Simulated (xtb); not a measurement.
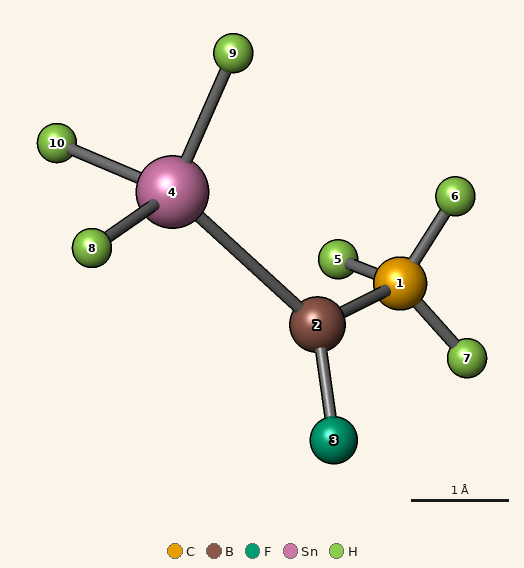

**Figure 1.** The input geometry (ball-and-stick view, seen at a tilt; atoms are numbered from 1 in the order of the input). Sticks mark near contacts.

Frequency calculation of CH6BFSn (part 1 of 2)

System: CH6BFSn.
Method: GFN2-xTB (xtb 6.7.1 later snapshot).

The geometry was optimised with GFN2-xTB.

**Input (geom.xyz)**
```
10
start
C      0.09403900     1.34190000    -1.01189800
B      0.74615000     0.06295200    -0.38464000
F      1.97357600    -0.25172200    -0.71949800
Sn    -0.35600000    -1.24141200     1.06078200
H     -0.80493400     1.08300800    -1.56981900
H     -0.23203000     2.03412000    -0.23698100
H      0.76600900     1.87333800    -1.68130100
H      0.45650100    -2.56195400     1.64853900
H     -0.87594700    -0.45859100     2.42934500
H     -1.76736400    -1.88166000     0.46547100
```

**File detailed.inp**
```
$chrg 0
$spin 0
$symmetry
   desy=0.0001
$end
```

Command:
```bash
xtb geom.xyz -I detailed.inp --hess > geom.out 2> xtb.err
```

**Output**
```
* xtb version 6.7.1
   ID    Z sym.   atoms
    1    6 C      1
    2    5 B      2
    3    9 F      3
    4   50 Sn     4
    5    1 H      5-10

           -------------------------------------------------
          |                Calculation Setup                |
           -------------------------------------------------

          program call               : xtb geom.xyz -I detailed.inp --hess
          coordinate file            : geom.xyz
          omp threads                :                     1

           -------------------------------------------------
          |                 G F N 2 - x T B                 |
           -------------------------------------------------

      * Hamiltonian:
        H0-scaling (s, p, d)           1.850000    2.230000    2.230000
        zeta-weighting                 0.500000
      * Dispersion:
        s8                             2.700000
        a1                             0.520000
        a2                             5.000000
        s9                             5.000000
      * Repulsion:
        kExp                           1.500000    1.000000
        rExp                           1.000000
      * Coulomb:
        alpha                          2.000000
        third order                    shell-resolved
        anisotropic                    true
        a3                             3.000000
        a5                             4.000000
        cn-shift                       1.200000
        cn-exp                         4.000000
        max-rad                        5.000000

          ...................................................
          :                      SETUP                      :
          :.................................................:
          :  # basis functions                  28          :
          :  # atomic orbitals                  27          :
          :  # shells                           15          :
          :  # electrons                        24          :
          :  max. iterations                   250          :
          :  Hamiltonian                  GFN2-xTB          :
          :  restarted?                      false          :
          :  GBSA solvation                  false          :
          :  PC potential                    false          :
          :  electronic temp.          300.0000000     K    :
          :  accuracy                    1.0000000          :
          :  -> integral cutoff          0.2500000E+02      :
          :  -> integral neglect         0.1000000E-07      :
          :  -> SCF convergence          0.1000000E-05 Eh   :
          :  -> wf. convergence          0.1000000E-03 e    :
          :  Broyden damping             0.4000000          :
          :  net charge                          0          :
          :  unpaired electrons                  0          :
          ...................................................

 iter      E             dE          RMSdq      gap      omega  full diag
   1    -12.8292968 -0.128293E+02  0.868E+00    3.90       0.0  T
   2    -13.0313296 -0.202033E+00  0.134E+01    2.05       1.0  T
   3    -13.3552271 -0.323898E+00  0.689E+00    3.16       1.0  T
   4    -13.2006638  0.154563E+00  0.788E+00    2.54       1.0  T
   5    -13.3624609 -0.161797E+00  0.234E+00    3.45       1.0  T
   6    -13.3715427 -0.908187E-02  0.509E-01    3.64       1.0  T
   7    -13.3714959  0.467951E-04  0.311E-01    3.63       1.0  T
   8    -13.3717540 -0.258023E-03  0.419E-02    3.67       1.0  T
   9    -13.3717518  0.211831E-05  0.202E-02    3.67       1.6  T
  10    -13.3717542 -0.236356E-05  0.140E-02    3.68       2.3  T
  11    -13.3717546 -0.393609E-06  0.652E-03    3.68       4.8  T
  12    -13.3717548 -0.241296E-06  0.780E-04    3.68      40.6  T
  13    -13.3717548  0.145201E-08  0.546E-04    3.68      57.9  T

   *** convergence criteria satisfied after 13 iterations ***

         #    Occupation            Energy/Eh            Energy/eV
      -------------------------------------------------------------
         1        2.0000           -0.8319887             -22.6396
       ...           ...                  ...                  ...
         6        2.0000           -0.5389853             -14.6665
         7        2.0000           -0.4959225             -13.4947
         8        2.0000           -0.4907894             -13.3551
         9        2.0000           -0.4727881             -12.8652
        10        2.0000           -0.4379331             -11.9168
        11        2.0000           -0.4373449             -11.9008
        12        2.0000           -0.4045910             -11.0095 (HOMO)
        13                         -0.2693898              -7.3305 (LUMO)
        14                         -0.1347430              -3.6665
        15                         -0.1199262              -3.2634
        16                         -0.1186280              -3.2280
        17                         -0.0645223              -1.7557
       ...                                ...                  ...
        27                          0.7025683              19.1179
      -------------------------------------------------------------
                  HL-Gap            0.1352012 Eh            3.6790 eV
             Fermi-level           -0.3369904 Eh           -9.1700 eV

 SCC (total)                   0 d,  0 h,  0 min,  0.004 sec
 SCC setup                      ...        0 min,  0.000 sec (  1.585%)
 Dispersion                     ...        0 min,  0.000 sec (  0.777%)
 classical contributions        ...        0 min,  0.000 sec (  0.181%)
 integral evaluation            ...        0 min,  0.001 sec ( 12.493%)
 iterations                     ...        0 min,  0.003 sec ( 60.289%)
 molecular gradient             ...        0 min,  0.001 sec ( 23.022%)
 printout                       ...        0 min,  0.000 sec (  1.348%)

         :::::::::::::::::::::::::::::::::::::::::::::::::::::
         ::                     SUMMARY                     ::
         :::::::::::::::::::::::::::::::::::::::::::::::::::::
         :: total energy             -13.275590694011 Eh    ::
         :: gradient norm              0.000012258460 Eh/a0 ::
         :: HOMO-LUMO gap              3.679012813854 eV    ::
         ::.................................................::
         :: SCC energy               -13.371749265087 Eh    ::
         :: -> isotropic ES            0.031762326419 Eh    ::
         :: -> anisotropic ES          0.001511474691 Eh    ::
         :: -> anisotropic XC          0.001299174910 Eh    ::
         :: -> dispersion             -0.004469406677 Eh    ::
         :: repulsion energy           0.096158571076 Eh    ::
         :: add. restraining           0.000000000000 Eh    ::
         :: total charge               0.000000000000 e     ::
         :::::::::::::::::::::::::::::::::::::::::::::::::::::

           -------------------------------------------------
          |                Numerical Hessian                |
           -------------------------------------------------
step length          :   0.00500
SCC accuracy         :   0.30000
Hessian scale factor :   1.00000
frozen atoms in %    :   0.00000    0
RMS gradient         :   0.00001
estimated CPU  time      0.00 min

writing file <hessian>, containing the non-mass-weighted Hessian matrix in atomic units (Eₕ/Bohr²).

 projected vibrational frequencies (cm⁻¹)
eigval :       -0.00    -0.00     0.00     0.00     0.00     0.00
eigval :      -29.76    27.91   168.95   237.60   243.15   371.78
eigval :      411.77   448.51   728.25   759.91   771.38   808.95
eigval :      856.96  1024.30  1285.61  1379.04  1462.17  1468.92
eigval :     1661.16  1827.36  1837.47  3000.99  3021.19  3037.93
           -------------------------------------------------
          |                Property Printout                |
           -------------------------------------------------

    * Orbital Energies and Occupations

         #    Occupation            Energy/Eh            Energy/eV
      -------------------------------------------------------------
         1        2.0000           -0.8319908             -22.6396
         2        2.0000           -0.7430641             -20.2198
         3        2.0000           -0.6095434             -16.5865
         4        2.0000           -0.5630101             -15.3203
         5        2.0000           -0.5403313             -14.7032
         6        2.0000           -0.5389871             -14.6666
         7        2.0000           -0.4959241             -13.4948
         8        2.0000           -0.4907900             -13.3551
         9        2.0000           -0.4727902             -12.8653
        10        2.0000           -0.4379325             -11.9168
        11        2.0000           -0.4373445             -11.9007
        12        2.0000           -0.4045932             -11.0095 (HOMO)
        13                         -0.2693958              -7.3306 (LUMO)
        14                         -0.1347415              -3.6665
        15                         -0.1199285              -3.2634
        16                         -0.1186269              -3.2280
        17                         -0.0645207              -1.7557
        18                         -0.0387313              -1.0539
        19                         -0.0312571              -0.8505
        20                          0.1678465               4.5673
        21                          0.1933613               5.2616
        22                          0.2272064               6.1826
        23                          0.2491854               6.7807
       ...                                ...                  ...
        27                          0.7025682              19.1179
      -------------------------------------------------------------
                  HL-Gap            0.1351974 Eh            3.6789 eV
             Fermi-level           -0.3369945 Eh           -9.1701 eV

     #   Z          covCN         q      C6AA      α(0)
     1   6          3.679    -0.203    24.763     7.128
     2   5          2.560     0.381    16.803     7.020
     3   9          0.729    -0.242    11.682     4.036
     4  50          3.751    -0.071   339.937    33.624
     5   1          0.925     0.058     2.224     2.332
     6   1          0.925     0.057     2.233     2.337
     7   1          0.925     0.049     2.332     2.388
     8   1          0.935    -0.008     3.190     2.793
     9   1          0.934    -0.011     3.251     2.819
    10   1          0.934    -0.011     3.251     2.819

 Mol. C6AA /au·bohr⁶  :       1643.332482
 Mol. C8AA /au·bohr⁸  :      93725.397525
 Mol. α(0) /au        :         67.296994

Wiberg/Mayer (AO) data.
largest (>0.10) Wiberg bond orders for each atom

 ---------------------------------------------------------------------------
     #   Z sym  total        # sym  WBO       # sym  WBO       # sym  WBO
```
